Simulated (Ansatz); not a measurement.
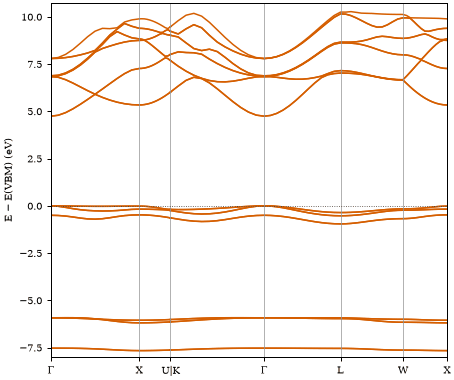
Band structure from the program Ansatz at the r²SCAN with spin–orbit coupling level (PAW)

**Question.** Read off the gap and where the band edges lie.

**Answer.** About 4.7 eV (4.74 eV by a search for the band edges); maximum at Γ, minimum at Γ.

The material is CsBr (rock salt, space group No. 225).

Space group Fm-3m (rock salt). The workflow started from a Materials Project entry (that database holds measured and hypothetical structures alike); the Crystallography Open Database copy checked does not list it. It is not the phase usual at ambient conditions (space group No. 221). Symmetry was held in the r²SCAN relaxation; whether a distortion lowers the energy is not shown.

Potentials: the later of the program's two PAW sets.
